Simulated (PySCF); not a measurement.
SMILES c1c[c]cc(c1)O (C6H5O), doublet at its B3LYP/def2-SVP optimised geometry (Å):

```
12

O      0.7467    -2.3052    -0.0001
C      0.1170    -1.1037     0.0000
C     -1.2942    -1.1037     0.0000
C     -1.9073     0.1274     0.0000
C     -1.2856     1.3607     0.0003
C      0.1194     1.3320     0.0003
C      0.8127     0.1173     0.0003
H      1.7036    -2.1692     0.0001
H     -1.8339    -2.0542    -0.0001
H     -1.8349     2.3052     0.0002
H      0.6817     2.2706     0.0004
H      1.9073     0.1134     0.0004
```

Level of theory: unrestricted B3LYP/def2-TZVP (PySCF). Cells within 0.4 Å of a nucleus heavier than hydrogen are left out (blank, or x).

Map of the spin density (e/bohr³), clipped to [-0.05, 0.10] on the plane z = 0.0 Å:

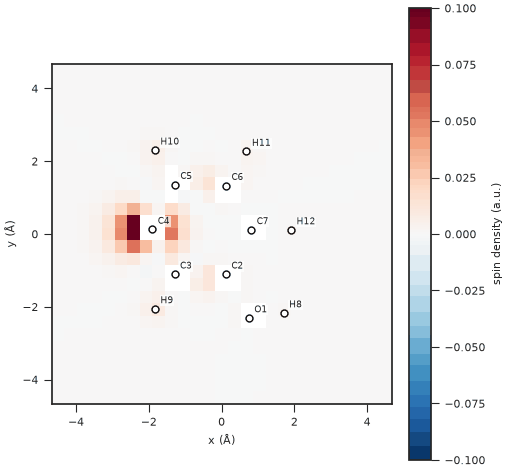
Fig. 1. Spin density (e/bohr³), clipped to [-0.05, 0.10] on the plane z = 0.0 Å.
